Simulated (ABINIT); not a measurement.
Band structure of MgSc (Pm-3m, 2 atoms in the cell).

```
MgSc
1.0
    3.66694     0.00000     0.00000
    0.00000     3.66694     0.00000
    0.00000     0.00000     3.66694
Mg Sc
1 1
Cartesian
  0.00000   0.00000   0.00000
  1.83347   1.83347   1.83347
```

Method of the run: LDA (PW92), PAW (JTH v2.0 LDA PAW) (plane waves; ABINIT 10.0.3).

Settings: pseudos = [Mg.LDA_PW-JTH.xml, Sc.LDA_PW-JTH.xml]; ecut = 30 Ha; pawecutdg = 60 Ha; pawxcdev = 0; occopt = 3; tsmear = 0.1 eV; ngkpt = 12 12 12; nshiftk = 1; shiftk = 0 0 0; potentials = JTH v2.0 LDA PAW; kptopt = 1; nstep = 60; tolvrs1 = 1e-11.

The starting cell comes from a database of computed structures (which also holds hypothetical and non-ambient phases and stackings), without a prior relaxation at this level. Its lattice was rescaled by a random factor within 2.5 % of one.

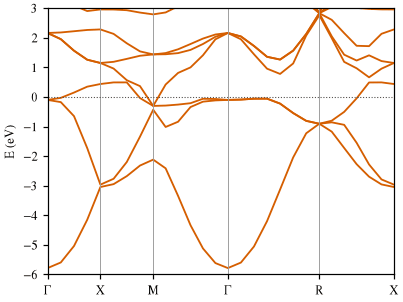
*Bands along the path, energies from the Fermi level.*

Levels in eV from the Fermi level, bands 8 to 15:
| point | 8 | 9 | 10 | 11 | 12 | 13 | 14 | 15 |
|---|---|---|---|---|---|---|---|---|
| Γ | -28.30 | -5.78 | -0.10 | -0.10 | 2.16 | 2.16 | 2.16 | 4.88 |
| X | -28.29 | -3.04 | -2.96 | 0.44 | 1.15 | 1.15 | 2.28 | 2.96 |
| M | -28.28 | -2.12 | -0.43 | -0.30 | -0.30 | 1.44 | 1.44 | 2.79 |
| R | -28.35 | -0.91 | -0.91 | -0.91 | 2.76 | 2.83 | 2.83 | 2.83 |

Bands cross the Fermi level along this path, so the cell is metallic at this level.
